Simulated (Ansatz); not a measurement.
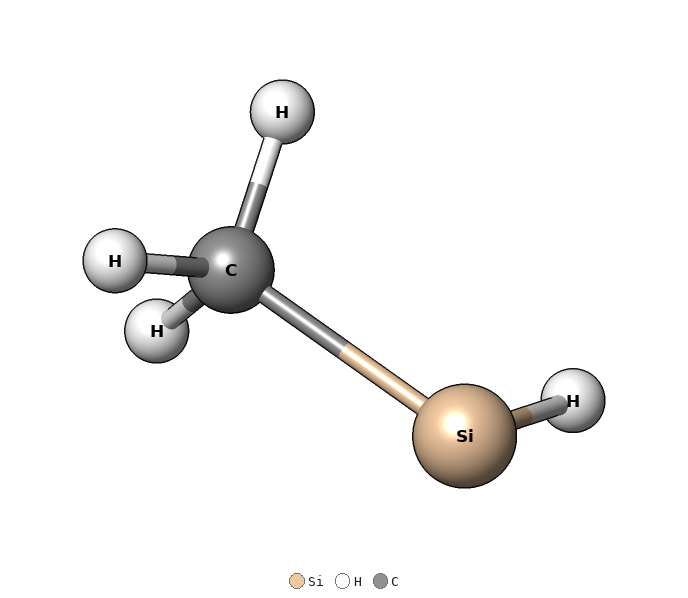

Harmonic vibrations computed with RKS PBE0-D4/def2-TZVP (Ansatz 0.2.0) at a stationary point of the same level.

Minimum or transition state?

A minimum: no imaginary frequency, and the lowest mode lies at 129 cm⁻¹.

How many vibrational modes are there, and where do they lie?

12 modes: 129, 554, 625, 676, 940, 1237, 1420, 1435, 2011, 3017, 3082, 3140 cm⁻¹.
